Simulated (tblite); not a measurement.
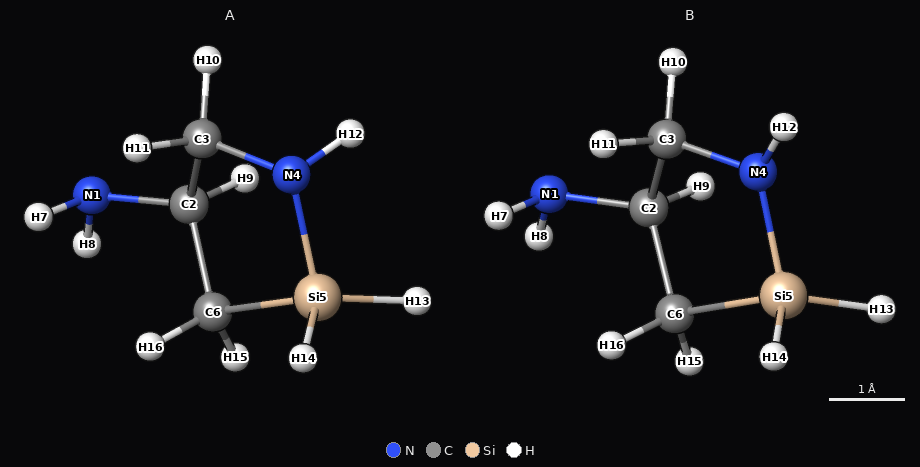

Two geometries of C₃H₁₀N₂Si, drawn at one scale. One is the start of a relaxation, the other its converged end. The picture is a ball-and-stick view, seen from a free direction.

Computed with GFN2-xTB geometry optimisation, gas phase in tblite 0.8.0. 

Question: Which one is relaxed?

Answer: Structure B is the relaxed one. The largest move after the best rigid fit is that of H12, 0.92 Å. By element the largest moves are H 0.92 Å, N 0.25 Å, C 0.15 Å, Si 0.11 Å. Near-neighbour distances that change, for instance: C2–C3 1.572 → 1.532 Å, C3–N4 1.480 → 1.446 Å, Si5–H14 1.490 → 1.469 Å, Si5–H13 1.482 → 1.465 Å. Bond angles that change, for instance: Si5–N4–H12 107.1° → 126.2°, C3–N4–H12 107.0° → 114.8°, N4–Si5–H14 109.9° → 116.1°. Over 59 geometry steps the energy falls by 0.308 eV. Cost: 0.54 s on 1 thread of Arm Neoverse N1 (shared host).
